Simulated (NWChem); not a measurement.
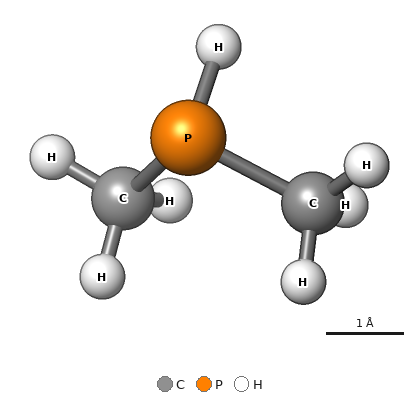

Figure 1. The input geometry (ball-and-stick view, seen at a tilt). Bond lengths as drawn: C–H 1.09 Å, C–P 1.84 Å and H–P 1.42 Å.

# Run report: C$_{2}$H$_{7}$P, energy and gradient calculation (part 1 of 3)

System: C$_{2}$H$_{7}$P (dimethylphosphine).
Method: MP2/6-311+G**, RHF (NWChem 7.3.0).

The geometry comes from this level: PBE0-D4/def2-TZVP.

Input:
```
start run
title "dimethylphosphine"
memory 2200 mb
geometry units angstrom noautosym nocenter noautoz
   C    -0.939890    0.562750   -0.912230
   P     0.641740    0.851990   -0.010090
   C     0.649850   -0.610720    1.112180
   H    -1.045210   -0.461770   -1.274720
   H    -1.003490    1.248870   -1.759000
   H    -1.773550    0.787080   -0.243020
   H     1.509100    0.316840   -1.001430
   H    -0.090800   -0.454900    1.899770
   H     1.627440   -0.693200    1.591080
   H     0.424820   -1.546950    0.597430
end
basis spherical bse
   * library 6-311+G**
end
scf
   thresh 1e-08
   maxiter 80
end
mp2
   freeze core 7
   tight
end
task mp2 gradient
```

Launched with:
```bash
nwchem run.nw > run.out
```

Log:
```
Northwest Computational Chemistry Package (NWChem) 7.3.0
             --------------------------------------------------------

           Job information
           ---------------

    nwchem branch   = 7.3.0
    use scalapack   = T
    input           = run.nw
    prefix          = run.
    data base       = ./run.db
    status          = startup
    nproc           =        1

           Memory information
           ------------------

    heap     =     72089598 doubles =      550.0 Mbytes
    stack    =     72089595 doubles =      550.0 Mbytes
    global   =    144179200 doubles =     1100.0 Mbytes (distinct from heap & stack)
    total    =    288358393 doubles =     2200.0 Mbytes
    verify   = yes
    hardfail = no

           Directory information
           ---------------------

  0 permanent = .
  0 scratch   = .

                                NWChem Input Module
                                -------------------

                                 dimethylphosphine
                                 -----------------

 Scaling coordinates for geometry "geometry" by  1.889725989
 (inverse scale =  0.529177249)

                             Geometry "geometry" -> ""
                             -------------------------

 Output coordinates in angstroms (scale by  1.889725989 to convert to a.u.)

  No.       Tag          Charge          X              Y              Z
 ---- ---------------- ---------- -------------- -------------- --------------
    1 C                    6.0000    -0.93989000     0.56275000    -0.91223000
    2 P                   15.0000     0.64174000     0.85199000    -0.01009000
    3 C                    6.0000     0.64985000    -0.61072000     1.11218000
    4 H                    1.0000    -1.04521000    -0.46177000    -1.27472000
    5 H                    1.0000    -1.00349000     1.24887000    -1.75900000
    6 H                    1.0000    -1.77355000     0.78708000    -0.24302000
    7 H                    1.0000     1.50910000     0.31684000    -1.00143000
    8 H                    1.0000    -0.09080000    -0.45490000     1.89977000
    9 H                    1.0000     1.62744000    -0.69320000     1.59108000
   10 H                    1.0000     0.42482000    -1.54695000     0.59743000

      Atomic Mass
      -----------

      C                 12.000000
      P                 30.973760
      H                  1.007825

 Effective nuclear repulsion energy (a.u.)     113.5542814538

            Nuclear Dipole moment (a.u.)
            ----------------------------
        X                 Y               Z
 ---------------- ---------------- ----------------
    14.2375168514    22.0871173545     1.6222541722

            XYZ format geometry
            -------------------
    10
 geometry
 C                    -0.93989000     0.56275000    -0.91223000
 P                     0.64174000     0.85199000    -0.01009000
 C                     0.64985000    -0.61072000     1.11218000
 H                    -1.04521000    -0.46177000    -1.27472000
 H                    -1.00349000     1.24887000    -1.75900000
 H                    -1.77355000     0.78708000    -0.24302000
 H                     1.50910000     0.31684000    -1.00143000
 H                    -0.09080000    -0.45490000     1.89977000
 H                     1.62744000    -0.69320000     1.59108000
 H                     0.42482000    -1.54695000     0.59743000

 ==============================================================================
                                internuclear distances
 ------------------------------------------------------------------------------
       center one      |      center two      | atomic units |  angstroms
 ------------------------------------------------------------------------------
    2 P                |   1 C                |     3.48401  |     1.84366
    3 C                |   2 P                |     3.48401  |     1.84366
    4 H                |   1 C                |     2.06329  |     1.09185
    5 H                |   1 C                |     2.06303  |     1.09171
    6 H                |   1 C                |     2.06418  |     1.09232
    7 H                |   2 P                |     2.68677  |     1.42178
    8 H                |   3 C                |     2.06417  |     1.09231
    9 H                |   3 C                |     2.06303  |     1.09171
   10 H                |   3 C                |     2.06329  |     1.09185
 ------------------------------------------------------------------------------
                         number of included internuclear distances:          9
 ==============================================================================

 ==============================================================================
                                 internuclear angles
 ------------------------------------------------------------------------------
        center 1       |       center 2       |       center 3       |  degrees
 ------------------------------------------------------------------------------
    2 P                |   1 C                |   4 H                |   113.10
    2 P                |   1 C                |   5 H                |   109.32
    2 P                |   1 C                |   6 H                |   108.83
    4 H                |   1 C                |   5 H                |   109.06
    4 H                |   1 C                |   6 H                |   108.81
    5 H                |   1 C                |   6 H                |   107.56
    1 C                |   2 P                |   3 C                |   100.20
    1 C                |   2 P                |   7 H                |    97.07
    3 C                |   2 P                |   7 H                |    97.07
    2 P                |   3 C                |   8 H                |   108.83
    2 P                |   3 C                |   9 H                |   109.32
    2 P                |   3 C                |  10 H                |   113.10
    8 H                |   3 C                |   9 H                |   107.56
    8 H                |   3 C                |  10 H                |   108.81
    9 H                |   3 C                |  10 H                |   109.06
 ------------------------------------------------------------------------------
                            number of included internuclear angles:         15
 ==============================================================================

 Summary of "ao basis" -> "" (spherical)
 ------------------------------------------------------------------------------
       Tag                 Description            Shells   Functions and Types
 ---------------- ------------------------------  ------  ---------------------
 *                         6-311+G**                  on all atoms

                      Basis "ao basis" -> "ao basis" (spherical)
                      -----
  [basis functions not shown]

 Summary of "ao basis" -> "ao basis" (spherical)
 ------------------------------------------------------------------------------
       Tag                 Description            Shells   Functions and Types
 ---------------- ------------------------------  ------  ---------------------
 C                         6-311+G**                10       22   5s4p1d
 P                         6-311+G**                14       30   7s6p1d
 H                         6-311+G**                 4        6   3s1p

                                 NWChem SCF Module
                                 -----------------

                                 dimethylphosphine

  ao basis        = "ao basis"
  functions       =   116
  atoms           =    10
  closed shells   =    17
  open shells     =     0
  charge          =   0.00
  wavefunction    = RHF
  input vectors   = atomic
  output vectors  = ./run.movecs
  use symmetry    = F
  symmetry adapt  = F

 Summary of "ao basis" -> "ao basis" (spherical)
 ------------------------------------------------------------------------------
       Tag                 Description            Shells   Functions and Types
 ---------------- ------------------------------  ------  ---------------------
 C                         6-311+G**                10       22   5s4p1d
 P                         6-311+G**                14       30   7s6p1d
 H                         6-311+G**                 4        6   3s1p

 Forming initial guess at       0.1s

      Superposition of Atomic Density Guess
      -------------------------------------

 Sum of atomic energies:        -419.48737575

      Non-variational initial energy
      ------------------------------

 Total energy =    -421.225702
 1-e energy   =    -800.531875
 2-e energy   =     265.751891
 HOMO         =      -0.269053
 LUMO         =       0.028394

 Starting SCF solution at       1.1s

 ----------------------------------------------
         Quadratically convergent ROHF

 Convergence threshold     :          1.000E-08
 Maximum no. of iterations :           80
 Final Fock-matrix accuracy:          1.000E-10
 ----------------------------------------------

              iter       energy          gnorm     gmax       time
             ----- ------------------- --------- --------- --------
                 1     -420.5379830715  5.96D-01  1.58D-01      3.7
                 2     -420.5700769078  1.61D-01  3.48D-02      7.2
                 3     -420.5733745412  8.20D-03  1.65D-03     14.3
                 4     -420.5733858117  2.53D-05  4.92D-06     24.9
                 5     -420.5733858118  1.13D-09  6.18D-10     44.6

       Final RHF  results
       ------------------

         Total SCF energy =   -420.573385811804
      One-electron energy =   -803.805821857796
      Two-electron energy =    269.678154592215
 Nuclear repulsion energy =    113.554281453777

        Time for solution =     43.5s

             Final eigenvalues
             -----------------

              1
    1  -79.9318
    2  -11.2240
    3  -11.2240
    4   -7.4745
    5   -5.3688
    6   -5.3688
    7   -5.3674
    8   -1.0047
    9   -0.9379
   10   -0.7518
   11   -0.5938
   12   -0.5856
   13   -0.5575
   14   -0.5536
   15   -0.4732
   16   -0.4641
   17   -0.3433
   18    0.0593
   19    0.0722
   20    0.0812
   21    0.0875
   22    0.1150
   23    0.1169
   24    0.1253
   25    0.1286
   26    0.1350
   27    0.1513

                       ROHF Final Molecular Orbital Analysis
                       -------------------------------------

 Vector    8  Occ=2.000000D+00  E=-1.004684D+00
              MO Center=  9.2D-03,  1.2D-01,  6.2D-02, r^2= 2.6D+00
   Bfn.  Coefficient  Atom+Function         Bfn.  Coefficient  Atom+Function
  ----- ------------  ---------------      ----- ------------  ---------------
     6      0.266232   1 C  s                27      0.265041   2 P  s
    58      0.266233   3 C  s                28      0.186261   2 P  s
    10      0.172944   1 C  s                26     -0.173149   2 P  s
    62      0.172944   3 C  s

 Vector    9  Occ=2.000000D+00  E=-9.379201D-01
              MO Center= -1.6D-01, -2.6D-02,  1.1D-01, r^2= 3.3D+00
   Bfn.  Coefficient  Atom+Function         Bfn.  Coefficient  Atom+Function
  ----- ------------  ---------------      ----- ------------  ---------------
     6      0.301594   1 C  s                58     -0.301593   3 C  s
    10      0.231779   1 C  s                62     -0.231778   3 C  s

 Vector   10  Occ=2.000000D+00  E=-7.518219D-01
              MO Center=  4.2D-01,  3.3D-01, -1.3D-01, r^2= 2.9D+00
   Bfn.  Coefficient  Atom+Function         Bfn.  Coefficient  Atom+Function
  ----- ------------  ---------------      ----- ------------  ---------------
    27      0.416254   2 P  s                28      0.397900   2 P  s
    26     -0.265432   2 P  s                44      0.158569   2 P  s
    94      0.155341   7 H  s

 Vector   11  Occ=2.000000D+00  E=-5.938162D-01
              MO Center= -1.4D-01, -7.9D-03,  1.1D-01, r^2= 3.3D+00
   Bfn.  Coefficient  Atom+Function         Bfn.  Coefficient  Atom+Function
  ----- ------------  ---------------      ----- ------------  ---------------
     9      0.161232   1 C  pz

 Vector   12  Occ=2.000000D+00  E=-5.855871D-01
              MO Center=  4.8D-03, -2.5D-02, -1.8D-02, r^2= 3.9D+00
   Bfn.  Coefficient  Atom+Function         Bfn.  Coefficient  Atom+Function
  ----- ------------  ---------------      ----- ------------  ---------------
     8      0.178237   1 C  py               59      0.163740   3 C  px
    82      0.164029   5 H  s               106      0.164012   9 H  s

 Vector   13  Occ=2.000000D+00  E=-5.575204D-01
              MO Center= -8.3D-02, -6.6D-02,  2.7D-02, r^2= 3.8D+00
   Bfn.  Coefficient  Atom+Function         Bfn.  Coefficient  Atom+Function
  ----- ------------  ---------------      ----- ------------  ---------------
    59     -0.179703   3 C  px                8      0.174559   1 C  py

 Vector   14  Occ=2.000000D+00  E=-5.536457D-01
              MO Center= -3.8D-01, -1.5D-01,  2.1D-01, r^2= 3.3D+00
   Bfn.  Coefficient  Atom+Function         Bfn.  Coefficient  Atom+Function
  ----- ------------  ---------------      ----- ------------  ---------------
    88      0.163927   6 H  s               100     -0.163936   8 H  s
     9      0.153042   1 C  pz

 Vector   15  Occ=2.000000D+00  E=-4.731597D-01
              MO Center=  5.0D-01,  3.3D-01, -2.0D-01, r^2= 3.0D+00
   Bfn.  Coefficient  Atom+Function         Bfn.  Coefficient  Atom+Function
  ----- ------------  ---------------      ----- ------------  ---------------
    94      0.279330   7 H  s                38      0.226290   2 P  px
    95      0.172323   7 H  s                 7     -0.164944   1 C  px
    40     -0.160558   2 P  pz

 Vector   16  Occ=2.000000D+00  E=-4.640571D-01
              MO Center=  1.2D-01,  2.5D-01,  5.2D-02, r^2= 3.0D+00
   Bfn.  Coefficient  Atom+Function         Bfn.  Coefficient  Atom+Function
  ----- ------------  ---------------      ----- ------------  ---------------
    40      0.207849   2 P  pz                7     -0.182836   1 C  px
    61     -0.173179   3 C  pz               38      0.163255   2 P  px
    11     -0.158692   1 C  px               65     -0.151706   3 C  pz

 Vector   17  Occ=2.000000D+00  E=-3.432635D-01
              MO Center=  6.2D-01,  1.0D+00,  8.8D-02, r^2= 2.4D+00
   Bfn.  Coefficient  Atom+Function         Bfn.  Coefficient  Atom+Function
  ----- ------------  ---------------      ----- ------------  ---------------
    28      0.467289   2 P  s                39      0.412921   2 P  py
    42      0.254970   2 P  py               27      0.210086   2 P  s
    40      0.171902   2 P  pz               36      0.153907   2 P  py

 Vector   18  Occ=0.000000D+00  E= 5.929706D-02
              MO Center= -1.9D-01, -2.8D-01, -1.2D-02, r^2= 1.5D+01
   Bfn.  Coefficient  Atom+Function         Bfn.  Coefficient  Atom+Function
  ----- ------------  ---------------      ----- ------------  ---------------
    44      8.372799   2 P  s                14     -3.961336   1 C  s
    66     -3.961272   3 C  s                46     -1.652500   2 P  py
    45     -1.331050   2 P  px               15     -1.150761   1 C  px
    68     -0.994506   3 C  py               69      0.857724   3 C  pz
    17     -0.617336   1 C  pz               42     -0.538157   2 P  py

 Vector   19  Occ=0.000000D+00  E= 7.223491D-02
              MO Center=  6.9D-01,  7.7D-01, -9.8D-02, r^2= 1.7D+01
   Bfn.  Coefficient  Atom+Function         Bfn.  Coefficient  Atom+Function
  ----- ------------  ---------------      ----- ------------  ---------------
    14      3.238645   1 C  s                66     -3.238630   3 C  s
    47      1.768132   2 P  pz               45      1.388489   2 P  px
    15      1.104781   1 C  px               68     -1.094692   3 C  py
    46     -1.024912   2 P  py               17      0.857553   1 C  pz
    69      0.845569   3 C  pz               67      0.232675   3 C  px

 Vector   20  Occ=0.000000D+00  E= 8.117633D-02
              MO Center=  1.7D+00,  1.4D+00, -5.4D-01, r^2= 1.3D+01
   Bfn.  Coefficient  Atom+Function         Bfn.  Coefficient  Atom+Function
  ----- ------------  ---------------      ----- ------------  ---------------
    45      1.560708   2 P  px               47     -0.840827   2 P  pz
    41     -0.736395   2 P  px               46      0.663797   2 P  py
    42     -0.428638   2 P  py               43      0.329813   2 P  pz
    14      0.225618   1 C  s                66      0.225635   3 C  s
    95     -0.210503   7 H  s
```
